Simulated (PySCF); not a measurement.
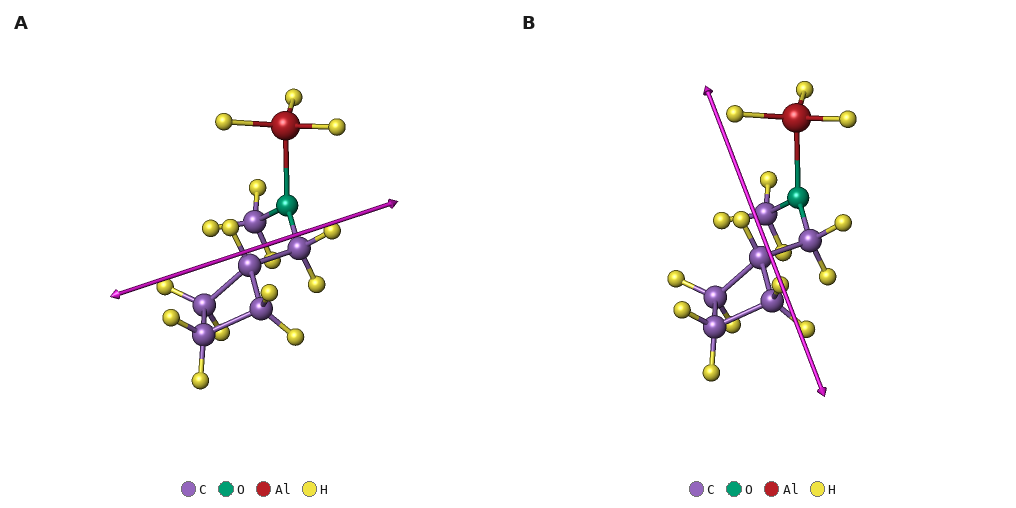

The double arrows show the directions of two transition dipoles from the ground state (lengths mean nothing). The geometry was computed by an optimisation with PBE0-D3(BJ)/def2-SVP. No frequency run is at hand to confirm it as a minimum. Properties computed with TDDFT CAM-B3LYP/def2-SVPD, vertical, gas phase, core orbitals frozen in the response (PySCF 2.14.0).

> One belongs to singlet state 6 and one to singlet state 7. Which is which?

A: state 7, 8.10 eV (153 nm), oscillator strength 0.11, of mixed character, with the largest part HOMO → LUMO+5 (weight 0.49).
B: state 6, 8.03 eV (154 nm), oscillator strength 0.038, of mixed character, with the largest part HOMO → LUMO+3 (weight 0.23).
